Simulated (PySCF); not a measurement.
**CH$_{7}$FGe$_{3}$O: density, localisation and related maps**

```xyz
13

F     0.4604    0.2692   -2.3273
Ge    0.4597    0.3272   -0.4892
Ge    2.7400   -0.4686    0.0023
O    -0.5908   -1.0954    0.0505
C    -1.8748   -0.6582    0.3762
Ge   -1.7370    1.3607    0.1934
H     2.9776   -0.5745    1.4887
H     3.8267    0.4437   -0.5115
H     3.0156   -1.8284   -0.5734
H    -2.6159   -1.0781   -0.3130
H    -2.1339   -0.9720    1.3940
H    -1.8640    2.1952    1.4853
H    -2.6679    2.0798   -0.7938
```

Geometry: GFN2-xTB.

Level of theory: wB97X-D/def2-SVPD, SCF density, gas phase (PySCF 2.14.0).

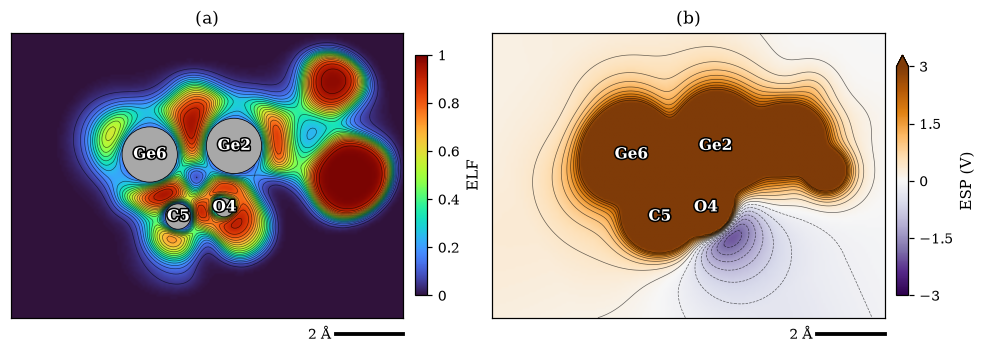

Figure 1. (a) ELF; (b) electrostatic potential on the plane of atoms Ge2, O4 and C5. Grey discs cover the atomic cores in the ELF map.

Question: Interpret the plot.

Answer: The plane passes through Ge, O and C nuclei.
C–O (1.39 Å): the ELF peaks at about 0.90 between the atoms, as expected for a shared but strongly polarised pair.
Ge–O (1.85 Å): the ELF peaks at about 0.85 in the valence shell of O, 0.6 Å from its nucleus, and is about 0.35 at the midpoint.
C–Ge (2.03 Å): the ELF peaks at about 0.95 in the valence shell of C, 0.8 Å from its nucleus, and is about 0.75 at the midpoint.
Ge–Ge (2.52 Å): the ELF peaks at about 0.75 between the atoms; a shared electron pair.
The ELF also peaks beside O4, away from the bonds: lone-pair regions.
Outside the dense part of the molecule the potential is most negative (−2.0 V) near O4.

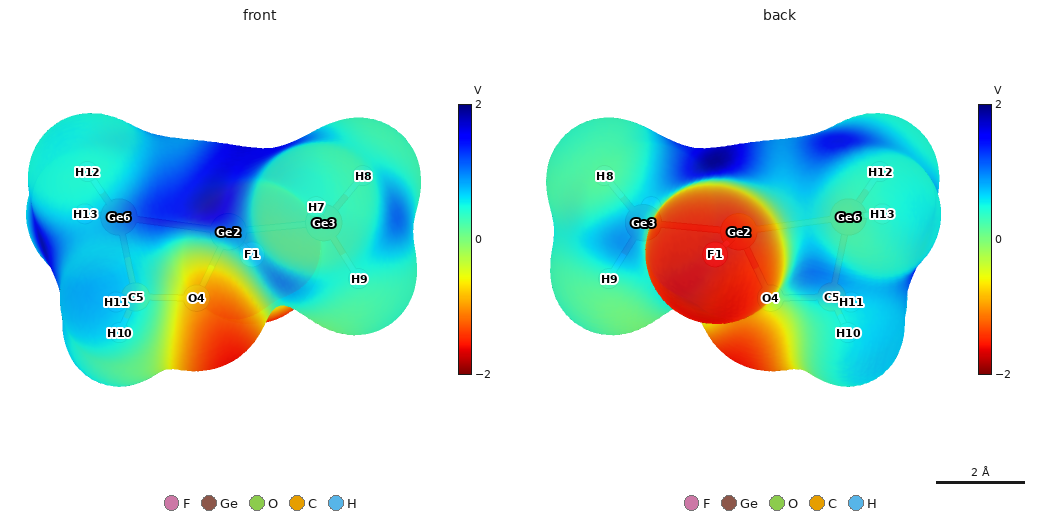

Figure 2. The electrostatic potential painted on the density surface at 0.002 e/bohr³, seen from the front and from behind; red is negative and blue positive.

Question: Where is the surface potential most negative and most positive?

Answer: The most negative region (about −1.7 V) lies over F1, the most positive (about +1.8 V) over Ge2 and Ge6.

Question: What dipole moment does the calculation give?

Answer: Its dipole moment is 3.19 D.
